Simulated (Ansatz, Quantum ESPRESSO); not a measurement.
# MoSi2N4, 1 layer against a metal electrode: the electrode's level over the Fermi level at a withheld member of a series

**Set-up.** Quantum ESPRESSO 7.5, PBE, GBRV ultrasoft. The slab is relaxed neutral under PBE-D3(BJ), then held. ESM with bc3: vacuum below and a metal electrode about 6 Å above the top atoms. Fermi-Dirac smearing of 0.004 Ry and a dense mesh. Charges are set per cell from the starting area. The series steps the charge of the slab (positive: electrons removed).

```
charge of the slab  electrode's level over the Fermi level (eV)
     1 ×10¹³ e/cm²                                        6.473
     2 ×10¹³ e/cm²                                        7.527
     3 ×10¹³ e/cm²                                        8.566
   4.5 ×10¹³ e/cm²                                       10.121
     6 ×10¹³ e/cm²                                       11.672
     7 ×10¹³ e/cm²                                       12.708
```

**Question.** What is the electrode's level over the Fermi level at 8 ×10¹³ e/cm²?

**Fit.** The rows at 6 ×10¹³ e/cm² and 7 ×10¹³ e/cm² give a slope of (12.708 − (11.672))/(7 − (6)) = 1.036, so a straight line gives 13.744 eV. A parabola through these and the row at 4.5 ×10¹³ e/cm² gives 13.746 eV.

What the calculation gave: 13.743 eV. The line misses by +0.001 and the parabola by +0.003 eV. Both misses are under 5 % of the step from the nearer row.

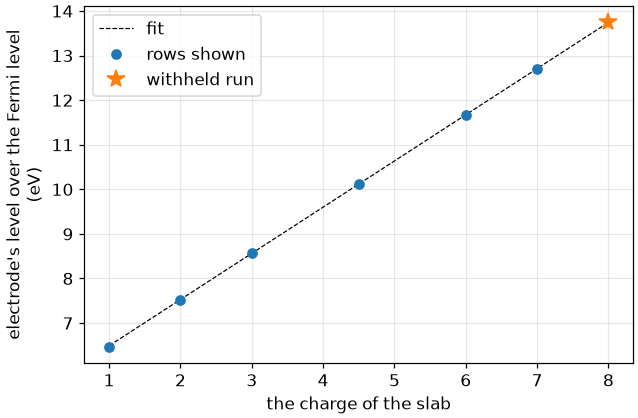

The rows shown, the fit and the withheld run.

**Limits.** Vacuum fills the gap; ions don't answer the charge; added electrons can spill towards the electrode at the most negative charges. Charges count on the starting cell, which the relaxation changed by some per cent. Members without a usable value, or on the other side of zero field or charge, are not listed.

[Logs are printed without paths, hosts, clocks, repeated set-up lines and the standing remarks that a program may print on its own settings, such as how far it seeks lower states.]
